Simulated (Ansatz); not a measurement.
# H2S2: CCSDT/STO-3G

Aim: the energy change on altering one bond length of H2S2 at CCSDT/STO-3G, from 2 runs. 

The calculation is run with Ansatz 0.2.0.

29 further runs of the same task are left out: 29 set aside as unsound or not needed.

## 1. The molecule

H2S2: 4 atoms, total charge 0, spin state singlet. The coordinates come from a GFN2-xTB relaxation.

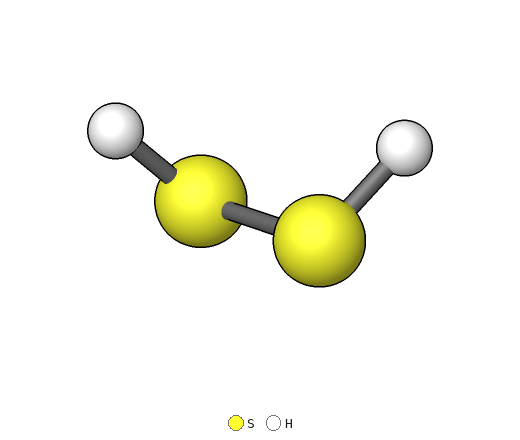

The structure, seen from a chosen angle (sulfur yellow, hydrogen white).

## 2. The energy at CCSDT/STO-3G

Input file molecule.yaml:

```yaml
crystal:
  periodic: [false, false, false]
  atoms:
    - {symbol: S, position_ang: [-0.427380, -0.511820, -0.893940]}
    - {symbol: S, position_ang: [-0.422510, 0.717510, 0.740680]}
    - {symbol: H, position_ang: [0.706880, -0.077850, -1.459730]}
    - {symbol: H, position_ang: [0.143010, -0.127830, 1.612990]}
basis:
  gaussian: {orbitals: STO-3G}
correlation: {method: ccsdt, frozen_orbitals: {H: 0, S: 5}}
accuracy: high
scf: {omitted_lower_state_checks: [cluster_reference, increment]}
```

Launch:

```console
$ ansatz run molecule.yaml --threads 1 --pin off --max-ram 2610MiB --events-out events.jsonl --progress --plain --runs-dir runs
```

Standard output, cut to the lines that bear on the results:

```text
Warning: RAYON_NUM_THREADS=1 ignored (pool sized by the plan → 1); use --threads N
Functional definition: HF
  name "HF"
[...]
344 factors; integrals over basis functions are off by at most 1.3e-8 eV
[...]
mean field -21428.71311001 eV, -787.4906818893 hartree, gradient 3.1e-8 eV, S^2 0.000000; 0 other end points of the search recorded, 0 dependent functions left out
10 core orbitals not correlated: weight in the atoms' cores, before any rotation towards them, 1.000 or more for the frozen orbitals, at most 0.000 for the correlated occupied ones
reference -21428.71311001 eV, -787.4906818893 hartree; 7, 7 occupied and 3, 3 virtual orbitals, 344 factors
second order -1.28826944 eV of doubles, -0.00000000 eV of singles
cycle   1  -1.65604516 eV  change   -3.7e-1 eV  update   5.3e-2
[...]
cycle  21  -1.87010947 eV  change   8.3e-10 eV  update  6.3e-10
Total energy: -21430.58321948 eV, -787.5594071449 hartree
Checks for a lower state left out: cluster_reference, increment
```

Wall time 0.2 s (1 thread of Arm Neoverse V1, shared host).

## 3. The distorted shape

Input file in.yaml:

```yaml
crystal:
  periodic: [false, false, false]
  atoms:
    - {symbol: S, position_ang: [-0.568770, -0.300471, -1.112032]}
    - {symbol: S, position_ang: [-0.563900, 0.928859, 0.522588]}
    - {symbol: H, position_ang: [0.565490, 0.133499, -1.677822]}
    - {symbol: H, position_ang: [0.143010, -0.127830, 1.612990]}
basis:
  gaussian:
    orbitals: STO-3G
correlation:
  method: ccsdt
  frozen_orbitals: {H: 0, S: 5}
accuracy: high
scf:
  omitted_lower_state_checks: [cluster_reference, increment]
```

Launch:

```console
$ ansatz run in.yaml --threads 1 --pin off --max-ram 2610MiB --events-out events.jsonl --progress --plain --runs-dir runs
```

Standard output, cut to the lines that bear on the results:

```text
Warning: RAYON_NUM_THREADS=1 ignored (pool sized by the plan → 1); use --threads N
Functional definition: HF
  name "HF"
[...]
344 factors; integrals over basis functions are off by at most 1.4e-8 eV
[...]
mean field -21427.33606867 eV, -787.4400765536 hartree, gradient 4.0e-8 eV, S^2 0.000000; 0 other end points of the search recorded, 0 dependent functions left out
10 core orbitals not correlated: weight in the atoms' cores, before any rotation towards them, 1.000 or more for the frozen orbitals, at most 0.000 for the correlated occupied ones
reference -21427.33606867 eV, -787.4400765536 hartree; 7, 7 occupied and 3, 3 virtual orbitals, 344 factors
second order -1.60782379 eV of doubles, -0.00000000 eV of singles
cycle   1  -2.09584076 eV  change   -4.9e-1 eV  update   7.1e-2
[...]
cycle  23  -2.42730068 eV  change  -6.6e-10 eV  update  8.1e-10
Total energy: -21429.76336934 eV, -787.5292782081 hartree
Checks for a lower state left out: cluster_reference, increment
```

Run time: 0.22 s. Hardware: 1 thread of Arm Neoverse V1, shared host.

## 4. What came out

At CCSDT/STO-3G, 10 core orbitals frozen:

```
                                                         quantity          value
                                        first shape: total energy  -787.55941 Eh
        first shape: correlation energy (10 core orbitals frozen)      -68.7 mEh
                                       first shape: T1 diagnostic          0.006
                                    distorted shape: total energy  -787.52928 Eh
    distorted shape: correlation energy (10 core orbitals frozen)      -89.2 mEh
                                   distorted shape: T1 diagnostic          0.009
energy change with the S2–H4 bond stretched from 1.340 to 1.675 Å       0.820 eV
```

In words: With the S2–H4 bond stretched from 1.340 to 1.675 Å the energy rises by 0.82 eV (79.1 kJ/mol). The first shape isn't relaxed at this level, so the change isn't measured from a minimum. The minimal basis adds a large error of its own.
